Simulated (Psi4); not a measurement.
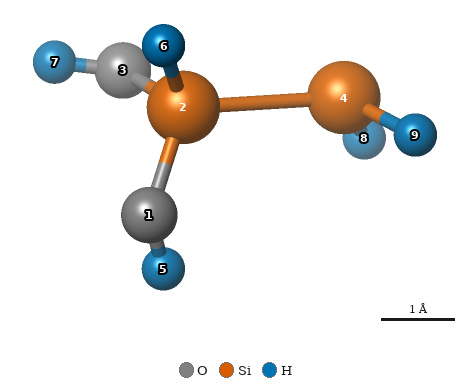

**Figure 1.** The structure as given in the input (ball-and-stick view, seen at a tilt; atoms are numbered from 1 in the order of the input). Bond lengths as drawn: H–O 0.96 Å, H–Si 1.48 to 1.49 Å, O–Si 1.65 Å and Si–Si 2.33 Å.

Si2H5O2: energy and gradient calculation

System: Si2H5O2, multiplicity 2, SMILES O[SiH](O)[SiH2].
Method: HF/aug-cc-pVDZ, UHF (Psi4 1.11).

The geometry comes from this level: PBE0-D4/def2-TZVP.

Input (input.inp):
```
memory 1600 mb

molecule mol {
  0 2
  O      0.977800     1.346300    -0.652900
  Si     0.627900     0.002600     0.233700
  O      1.015600    -1.393100    -0.547700
  Si    -1.631500    -0.274800     0.734700
  H      0.462100     1.496400    -1.447300
  H      1.454900     0.190700     1.451300
  H      1.938600    -1.537200    -0.765700
  H     -2.473500    -0.787500    -0.381000
  H     -2.283400     0.910000     1.357900
  symmetry c1
}

set {
  basis aug-cc-pVDZ
  reference uhf
  scf_type df
  guess sapgau
}

energy_value = gradient('scf')
```

Command:
```bash
psi4 input.inp input.out -n 1
```

Output:
```
Psi4 1.11 release

gradient() will perform analytic gradient computation.

   => Loading Basis Set <=

    Name: AUG-CC-PVDZ
    Role: ORBITAL
    Keyword: BASIS

         ---------------------------------------------------------
                                   SCF
                              UHF Reference
                        1 Threads,   1525 MiB Core
         ---------------------------------------------------------

  ==> Geometry <==

    Molecular point group: c1
    Full point group: C1

    Geometry (in Angstrom), charge = 0, multiplicity = 2:

       Center              X                  Y                   Z               Mass
    ------------   -----------------  -----------------  -----------------  -----------------
         O            0.946630080422     1.433298339675    -0.740080042542    15.994914619570
         SI           0.596730080422     0.089598339675     0.146519957458    27.976926534650
         O            0.984430080422    -1.306101660325    -0.634880042542    15.994914619570
         SI          -1.662669919578    -0.187801660325     0.647519957458    27.976926534650
         H            0.430930080422     1.583398339675    -1.534480042542     1.007825032230
         H            1.423730080422     0.277698339675     1.364119957458     1.007825032230
         H            1.907430080422    -1.450201660325    -0.852880042542     1.007825032230
         H           -2.504669919578    -0.700501660325    -0.468180042542     1.007825032230
         H           -2.314569919578     0.996998339675     1.270719957458     1.007825032230

  Running in c1 symmetry.

  Rotational constants: A =      0.21258  B =      0.09897  C =      0.07533 [cm^-1]
  Rotational constants: A =   6372.92529  B =   2967.10062  C =   2258.44264 [MHz]
  Nuclear repulsion =  218.273633133301928

  Charge       = 0
  Multiplicity = 2
  Electrons    = 49
  Nalpha       = 25
  Nbeta        = 24

  ==> Algorithm <==

  SCF Algorithm Type is DF.
  DIIS enabled.
  MOM disabled.
  Fractional occupation disabled.
  Guess Type is SAPGAU.
  Energy threshold   = 1.00e-08
  Density threshold  = 1.00e-08
  Integral threshold = 1.00e-12

  ==> Primary Basis <==

  Basis Set: AUG-CC-PVDZ
    Blend: AUG-CC-PVDZ
    Number of shells: 65
    Number of basis functions: 145
    Number of Cartesian functions: 153
    Spherical Harmonics?: true
    Max angular momentum: 2

   => Loading Basis Set <=

    Name: (AUG-CC-PVDZ AUX)
    Role: JKFIT
    Keyword: DF_BASIS_SCF

   => Loading Basis Set <=

    Name: SAP_HELFEM_LARGE
    Role: ORBITAL
    Keyword: SAPGAU_BASIS

  ==> Integral Setup <==

  DFHelper Memory: AOs need 0.098 GiB; user supplied 1.118 GiB.
  SCF_SUBTYPE=INCORE selected. In-core MEM_DF algorithm will be used.
  Using in-core AOs.

  ==> MemDFJK: Density-Fitted J/K Matrices <==

    J tasked:                   Yes
    K tasked:                   Yes
    wK tasked:                   No
    Memory [MiB]:              1144
    Algorithm:                 Core
    Schwarz Cutoff:           1E-12
    Mask sparsity (%):       0.1237
    Fitting Condition:        1E-10

   => Auxiliary Basis Set <=

  Basis Set: (AUG-CC-PVDZ AUX)
    Blend: AUG-CC-PVDZ-JKFIT
    Number of shells: 196
    Number of basis functions: 588
    Number of Cartesian functions: 677
    Spherical Harmonics?: true
    Max angular momentum: 3

  Minimum eigenvalue in the overlap matrix is 3.8322492721E-04.
  Reciprocal condition number of the overlap matrix is 3.9458339992E-05.
    Using symmetric orthogonalization.

  ==> Pre-Iterations <==

   -------------------------------------------------------
    Irrep   Nso     Nmo     Nalpha   Nbeta   Ndocc  Nsocc
   -------------------------------------------------------
     A        145     145      25      24      24       1
   -------------------------------------------------------
    Total     145     145      25      24      24       1
   -------------------------------------------------------

  ==> Iterations <==

                           Total Energy        Delta E     RMS |[F,P]|

   @DF-UHF iter   1:  -729.57119647230274   -7.29571e+02   9.22607e-03 DIIS/ADIIS
   @DF-UHF iter   2:  -730.10389276440753   -5.32696e-01   6.96016e-03 DIIS/ADIIS
   @DF-UHF iter   3:  -730.55848198618844   -4.54589e-01   9.79704e-04 DIIS/ADIIS
   @DF-UHF iter   4:  -730.57291864225181   -1.44367e-02   3.03219e-04 DIIS/ADIIS
   @DF-UHF iter   5:  -730.57529251760343   -2.37388e-03   1.18651e-04 DIIS/ADIIS
   @DF-UHF iter   6:  -730.57588734807496   -5.94830e-04   5.64374e-05 DIIS
   @DF-UHF iter   7:  -730.57599024670503   -1.02899e-04   2.10904e-05 DIIS
   @DF-UHF iter   8:  -730.57601568656207   -2.54399e-05   6.34313e-06 DIIS
   @DF-UHF iter   9:  -730.57601834511649   -2.65855e-06   2.11218e-06 DIIS
   @DF-UHF iter  10:  -730.57601862162187   -2.76505e-07   7.20504e-07 DIIS
   @DF-UHF iter  11:  -730.57601865251797   -3.08961e-08   2.80046e-07 DIIS
   @DF-UHF iter  12:  -730.57601865745289   -4.93492e-09   9.97091e-08 DIIS
   @DF-UHF iter  13:  -730.57601865807362   -6.20730e-10   3.83234e-08 DIIS
   @DF-UHF iter  14:  -730.57601865816480   -9.11768e-11   1.46252e-08 DIIS
   @DF-UHF iter  15:  -730.57601865817912   -1.43245e-11   4.02301e-09 DIIS
  Energy and wave function converged.

  ==> Post-Iterations <==

   @Spin Contamination Metric:   9.518923930E-03
   @S^2 Expected:                7.500000000E-01
   @S^2 Observed:                7.595189239E-01
   @S   Expected:                5.000000000E-01
   @S   Observed:                5.000000000E-01

    Orbital Energies [Eh]
    ---------------------

    Alpha Occupied:

       1A    -68.839091     2A    -68.783600     3A    -20.575181
       4A    -20.574935     5A     -6.178322     6A     -6.134168
       7A     -4.286053     8A     -4.284814     9A     -4.284470
      10A     -4.246554    11A     -4.237055    12A     -4.236719
      13A     -1.366069    14A     -1.344076    15A     -0.787528
      16A     -0.724138    17A     -0.703101    18A     -0.601629
      19A     -0.585319    20A     -0.569637    21A     -0.509117
      22A     -0.500881    23A     -0.484689    24A     -0.415841
      25A     -0.321598

    Alpha Virtual:

      26A      0.032537    27A      0.043412    28A      0.053338
      29A      0.059933    30A      0.072227    31A      0.074850
      32A      0.078592    33A      0.082171    34A      0.087185
      35A      0.098129    36A      0.105058    37A      0.133185
      38A      0.151898    39A      0.160641    40A      0.165613
      41A      0.181534    42A      0.203102    43A      0.207926
      44A      0.214633    45A      0.216861    46A      0.237888
      47A      0.247590    48A      0.258789    49A      0.266794
      50A      0.273190    51A      0.283303    52A      0.312158
      53A      0.323754    54A      0.332725    55A      0.350919
      56A      0.354958    57A      0.372031    58A      0.379440
      59A      0.392246    60A      0.408176    61A      0.416240
      62A      0.427530    63A      0.437881    64A      0.456869
      65A      0.469918    66A      0.475546    67A      0.484612
      68A      0.502896    69A      0.508715    70A      0.520826
      71A      0.539232    72A      0.571426    73A      0.581902
      74A      0.596906    75A      0.616694    76A      0.632996
      77A      0.643608    78A      0.654393    79A      0.672159
      80A      0.675334    81A      0.701781    82A      0.715426
      83A      0.741067    84A      0.747283    85A      0.769059
      86A      0.782816    87A      0.804970    88A      0.813461
      89A      0.820962    90A      0.840890    91A      0.864797
      92A      0.932523    93A      0.957800    94A      0.995297
      95A      1.020414    96A      1.029652    97A      1.047779
      98A      1.077076    99A      1.148863   100A      1.192932
     101A      1.211292   102A      1.231845   103A      1.238152
     104A      1.262061   105A      1.293458   106A      1.329782
     107A      1.384533   108A      1.422640   109A      1.446295
     110A      1.524502   111A      1.554547   112A      1.624468
     113A      1.668893   114A      1.707362   115A      1.765165
     116A      1.830551   117A      1.873466   118A      1.964552
     119A      1.996121   120A      2.041642   121A      2.075188
     122A      2.097526   123A      2.120632   124A      2.139530
     125A      2.195267   126A      2.260787   127A      2.325181
     128A      2.369431   129A      2.403179   130A      2.481419
     131A      2.533936   132A      2.713637   133A      2.849322
     134A      2.956424   135A      3.034551   136A      3.643906
     137A      3.679719   138A      3.694126   139A      3.709596
     140A      3.741676   141A      3.745079   142A      3.763971
     143A      3.814138   144A      4.240554   145A      4.247992

    Beta Occupied:

       1A    -68.839120     2A    -68.778045     3A    -20.575087
       4A    -20.573654     5A     -6.178328     6A     -6.126032
       7A     -4.286200     8A     -4.285201     9A     -4.284183
      10A     -4.233021    11A     -4.232813    12A     -4.224448
      13A     -1.364198    14A     -1.341931    15A     -0.781278
      16A     -0.719049    17A     -0.666772    18A     -0.600620
      19A     -0.582714    20A     -0.563217    21A     -0.507155
      22A     -0.499319    23A     -0.480551    24A     -0.404540

    Beta Virtual:

      25A      0.021243    26A      0.034076    27A      0.044428
      28A      0.059063    29A      0.063551    30A      0.074492
      31A      0.076361    32A      0.080605    33A      0.087079
      34A      0.098766    35A      0.102075    36A      0.108052
      37A      0.140799    38A      0.158738    39A      0.169352
      40A      0.184510    41A      0.202888    42A      0.212309
      43A      0.213370    44A      0.220597    45A      0.240457
      46A      0.243791    47A      0.249726    48A      0.260282
      49A      0.272630    50A      0.275964    51A      0.287852
      52A      0.317837    53A      0.326619    54A      0.337422
      55A      0.356820    56A      0.368076    57A      0.378518
      58A      0.383856    59A      0.396162    60A      0.417606
      61A      0.423228    62A      0.430624    63A      0.450168
      64A      0.463225    65A      0.474490    66A      0.482481
      67A      0.488282    68A      0.506309    69A      0.511806
      70A      0.524349    71A      0.542623    72A      0.579060
      73A      0.589725    74A      0.606899    75A      0.623721
      76A      0.635471    77A      0.649139    78A      0.668244
      79A      0.679589    80A      0.685677    81A      0.717479
      82A      0.722577    83A      0.748248    84A      0.760993
      85A      0.772554    86A      0.791671    87A      0.812452
      88A      0.826371    89A      0.830877    90A      0.850396
      91A      0.869212    92A      0.952802    93A      0.961795
      94A      1.000224    95A      1.027700    96A      1.032597
      97A      1.048829    98A      1.079389    99A      1.152802
     100A      1.194269   101A      1.212667   102A      1.233405
     103A      1.240883   104A      1.265044   105A      1.295959
     106A      1.331001   107A      1.385666   108A      1.423647
     109A      1.447730   110A      1.526363   111A      1.555396
     112A      1.625181   113A      1.669602   114A      1.709360
     115A      1.766107   116A      1.831291   117A      1.874433
     118A      1.966739   119A      1.997594   120A      2.041320
     121A      2.075344   122A      2.097744   123A      2.120752
     124A      2.139684   125A      2.197036   126A      2.262271
     127A      2.325183   128A      2.372261   129A      2.403135
     130A      2.481613   131A      2.534272   132A      2.714462
     133A      2.850065   134A      2.956654   135A      3.034825
     136A      3.645187   137A      3.680518   138A      3.695046
     139A      3.711302   140A      3.742130   141A      3.746106
     142A      3.765247   143A      3.815289   144A      4.240634
     145A      4.248904

    Final Occupation by Irrep:
              A
    DOCC [    24 ]
    SOCC [     1 ]
    NA   [    25 ]
    NB   [    24 ]

  @DF-UHF Final Energy:  -730.57601865817912

   => Energetics <=

    Nuclear Repulsion Energy =            218.2736331333019280
    One-Electron Energy =               -1446.9972431762626002
    Two-Electron Energy =                 498.1475913847814923
    Total Energy =                       -730.5760186581792368

  UHF NO Occupations:
  HONO-2 :   23  A 1.9995055
  HONO-1 :   24  A 1.9962138
  HONO-0 :   25  A 1.0000000
  LUNO+0 :   26  A 0.0037862
  LUNO+1 :   27  A 0.0004945
  LUNO+2 :   28  A 0.0004089
  LUNO+3 :   29  A 0.0000580

Computation Completed

Properties will be evaluated at   0.000000,   0.000000,   0.000000 [a0]

Properties computed using the SCF density matrix

 Multipole Moments:

 ------------------------------------------------------------------------------------
     Multipole            Electronic (a.u.)      Nuclear  (a.u.)        Total (a.u.)
 ------------------------------------------------------------------------------------

 L = 1.  Multiply by 2.5417464519 to convert [e a0] to [Debye]
 Dipole X            :          1.1866964           -1.0050056            0.1816908
 Dipole Y            :         -0.6642500            0.6616283           -0.0026217
 Dipole Z            :         -0.1673792           -0.1961953           -0.3635745
 Magnitude           :                                                    0.4064540

 ------------------------------------------------------------------------------------

	total time  =          3 seconds =       0.05 minutes

         ------------------------------------------------------------
                                   SCF GRAD
         ------------------------------------------------------------

  ==> Geometry <==

    Molecular point group: c1
    Full point group: C1

    Geometry (in Angstrom), charge = 0, multiplicity = 2:

       Center              X                  Y                   Z               Mass
    ------------   -----------------  -----------------  -----------------  -----------------
         O            0.946630080422     1.433298339675    -0.740080042542    15.994914619570
         SI           0.596730080422     0.089598339675     0.146519957458    27.976926534650
         O            0.984430080422    -1.306101660325    -0.634880042542    15.994914619570
         SI          -1.662669919578    -0.187801660325     0.647519957458    27.976926534650
         H            0.430930080422     1.583398339675    -1.534480042542     1.007825032230
         H            1.423730080422     0.277698339675     1.364119957458     1.007825032230
         H            1.907430080422    -1.450201660325    -0.852880042542     1.007825032230
         H           -2.504669919578    -0.700501660325    -0.468180042542     1.007825032230
         H           -2.314569919578     0.996998339675     1.270719957458     1.007825032230

  Nuclear repulsion =  218.273633133301928

  ==> Basis Set <==

  Basis Set: AUG-CC-PVDZ
    Blend: AUG-CC-PVDZ
    Number of shells: 65
    Number of basis functions: 145
    Number of Cartesian functions: 153
    Spherical Harmonics?: true
    Max angular momentum: 2

  ==> DFJKGrad: Density-Fitted SCF Gradients <==

    Gradient:                    1
    J tasked:                  Yes
    K tasked:                  Yes
    wK tasked:                  No
    Integrals threads:           1
    Memory [MiB]:             1144
    Schwarz Cutoff:          1E-12
    Fitting Condition:       1E-10

   => Auxiliary Basis Set <=

  Basis Set: (AUG-CC-PVDZ AUX)
    Blend: AUG-CC-PVDZ-JKFIT
    Number of shells: 196
    Number of basis functions: 588
    Number of Cartesian functions: 677
    Spherical Harmonics?: true
    Max angular momentum: 3

  -Total Gradient:
     Atom            X                  Y                   Z
    ------   -----------------  -----------------  -----------------
       1        0.007467170775    -0.014381832180     0.025861545593
       2        0.002824316137    -0.002636224618    -0.017998974681
       3       -0.023680037846     0.014999299805     0.012240361954
       4        0.007422020893     0.001577298353    -0.003313327073
       5       -0.010823515418     0.001609234329    -0.014454454546
       6        0.000237267103     0.001233185920     0.000172189240
       7        0.017336731472    -0.001534948603    -0.003325386568
       8       -0.000631888329    -0.000452347374     0.000544506087
       9       -0.000152064796    -0.000413665632     0.000273539994

	total time  =          1 seconds =       0.02 minutes

    Psi4 run time: 0:00:04.08
```

Key numbers:

- outcome: converged
- total energy: −730.576019 hartree
- basis functions: 145
- largest force: 1.573 eV/Å
- ⟨S²⟩: 0.760
- dipole moment: 1.03 D
- hardware: 1 thread of Intel Xeon (Granite Rapids), 16 GiB of memory available, shared host
- wall time: 5.1 s
- peak memory: 0.35 GiB
